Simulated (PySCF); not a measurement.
# C₂H₄O₂: geometry, coupled-cluster ionisations and excitations

Aim: predict the coupled-cluster ionisations and excitations of C₂H₄O₂ (`COC=O`).

The runs use PySCF 2.14.0, with density-fitted response routines of our own; the level of theory stands in each step. All values are computed, except where a source is named. Atoms count from 0, in the outputs and in this text.

## (1) The starting structure

8 atoms, charge 0, multiplicity 1; geometry from: GFN2-xTB.

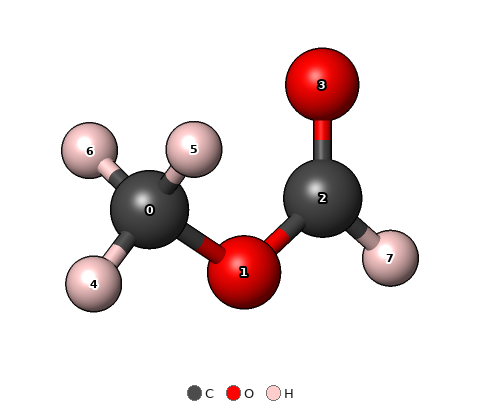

As it starts; carbon dark grey, oxygen red, hydrogen pink, atoms numbered.

## (2) Optimising the geometry at PBE0-D3(BJ)/def2-TZVP

Job settings and geometry (Å):

```
{"job": {"xc": "PBE0", "basis": "def2-TZVP", "d3": "d3bj", "grid": 2, "kind": "geom"}, "charge": 0, "multiplicity": 1}
C     -1.467490    -0.111340    -0.118020
O     -0.220360    -0.613050    -0.593490
C      0.864110    -0.074030    -0.065160
O      0.899210     0.785070     0.764330
H     -2.240100    -0.652910    -0.656930
H     -1.556740    -0.276430     0.951990
H     -1.540920     0.964960    -0.317090
H      1.752160    -0.548040    -0.516190
```

The log of the run:

```text
step   0  E = -228.90700384  max force = 0.008223
step   1  E = -228.90670582  max force = 0.008792
step   2  E = -228.90709357  max force = 0.004299
step   3  E = -228.90710958  max force = 0.003813
step   4  E = -228.90717122  max force = 0.000418
step   5  E = -228.90717153  max force = 0.000166
optimisation converged
```

It took 37 s on 4 threads of Arm Neoverse N1, shared host.

The steps of the relaxation: (the energy doesn't fall at every step)

```tsv
step	energy from step 0 (eV)	largest force component (eV/Å)
0	0.0000	0.4228
1	0.0081	0.4521
2	-0.0024	0.2211
3	-0.0029	0.1961
4	-0.0046	0.0215
5	-0.0046	0.0085
```

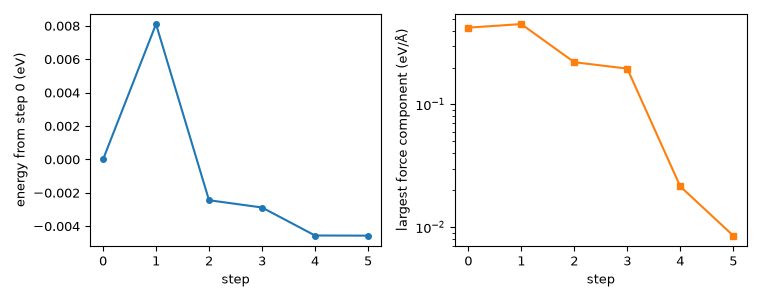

Energy and force, step by step.

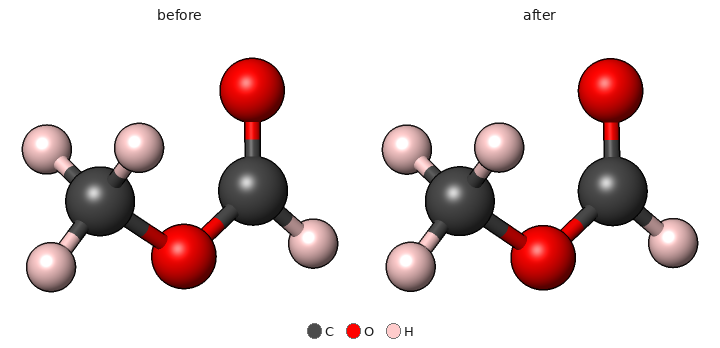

Before and after, at one scale.

Close pairs (by a distance rule), those that changed most:

```tsv
bond	before (Å)	after (Å)	change (Å)
O1–C2	1.321	1.330	+0.008
C0–H6	1.097	1.091	-0.006
C0–H5	1.086	1.091	+0.004
C2–H7	1.103	1.100	-0.004
C0–O1	1.426	1.427	+0.002
C2–O3	1.195	1.196	+0.001
C0–H4	1.087	1.087	+0.001
```

The end geometry stands in the next job.

```tsv
at the end point	value
point group (found at 0.08 Å tolerance)	Cs
rotational constants (GHz, main isotopes)	20.328, 6.965, 5.363
dipole moment (D)	1.93
```

## (3) Coupled cluster and EOM states: aug-cc-pVDZ

Job settings and geometry (Å):

```
{"job": {"kind": "eom", "basis": "aug-cc-pVDZ", "nip": 2, "nee": 6}, "charge": 0, "multiplicity": 1}
C     -1.463408    -0.107151    -0.117923
O     -0.223810    -0.621310    -0.604198
C      0.864846    -0.077267    -0.068438
O      0.880282     0.782521     0.762897
H     -2.239582    -0.648492    -0.652942
H     -1.550106    -0.274385     0.956271
H     -1.536011     0.962838    -0.315759
H      1.757659    -0.542524    -0.510469
```

With the program's defaults for keys left out, this is: EOM-CCSD/aug-cc-pVDZ, vertical, frozen core, gas phase.

The log of the run:

```text
E(HF) = -227.8222805195
E(MP2) = -228.4941725714
E(CCSD) = -228.5189806329
T1 diagnostic = 0.0163

EOM-IP-CCSD (eV)   Koopmans (eV)
  10.9286      12.6703
  11.4678      12.8120

EOM-EE-CCSD singlets (eV): 6.0391 7.8209 8.2906 8.2925 8.4671 8.8656

EOM-EE-CCSD triplets (eV): 5.6559 6.4110 7.7388
```

Run time: 18 min. Hardware: 4 threads of Arm Neoverse N1, shared host.

Ionisations by orbital:

```tsv
hole	EOM-IP-CCSD (eV)	Koopmans (eV)	difference	one-hole weight
HOMO	10.93	12.67	-1.74	0.95
HOMO−1	11.47	12.81	-1.34	0.95
```

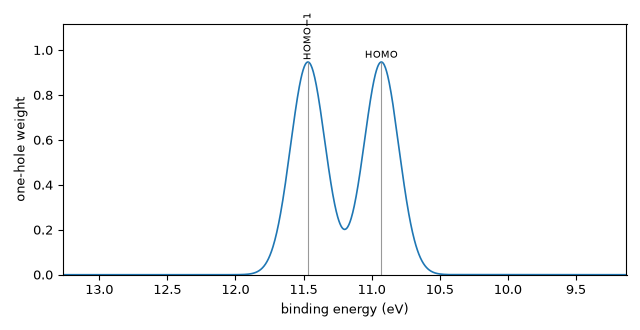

Valence photoelectron lines. Lines are broadened to a width of 0.30 eV (Gaussian).

Excited states (Hartree-Fock orbitals):

```tsv
state	eV	main excitations
singlet 1	6.04	HOMO→LUMO+11 0.68, HOMO→LUMO+5 0.23
singlet 2	7.82	HOMO→LUMO 0.54, HOMO→LUMO+1 0.13
singlet 3	8.29	HOMO−1→LUMO 0.63, HOMO−1→LUMO+4 0.10
singlet 4	8.29	HOMO−1→LUMO+11 0.44, HOMO−1→LUMO+5 0.21
singlet 5	8.47	HOMO→LUMO+1 0.53, HOMO→LUMO+2 0.15
singlet 6	8.87	HOMO→LUMO+3 0.72, HOMO→LUMO+11 0.11
triplet 1	5.66	HOMO→LUMO+11 0.67, HOMO→LUMO+5 0.23
triplet 2	6.41	HOMO−1→LUMO+11 0.57, HOMO−1→LUMO+5 0.21
triplet 3	7.74	HOMO→LUMO 0.54, HOMO→LUMO+1 0.15
```

## (4) Summary of results

| quantity | value |
| --- | --- |
| point group | Cs |
| rotational constants (main isotopes) | 20.33, 6.97, 5.36 GHz |
| correlation energy, MP2 and CCSD | -18.28, -18.96 eV |
| T1 diagnostic | 0.0163 |
| first ionisation (EOM-IP-CCSD) | 10.93 eV |
| lowest singlet (EOM-EE-CCSD) | 6.04 eV |

The optimisation took 5 steps and gained 0.005 eV; among the close pairs (by a distance rule), O1–C2 changed most, from 1.321 to 1.330 Å. No frequency check was run at this level, so the end point may be a saddle. MP2 recovers 96 % of the CCSD correlation energy. For the hole of the first ionisation, Koopmans' theorem lies 1.74 eV above EOM-IP-CCSD.
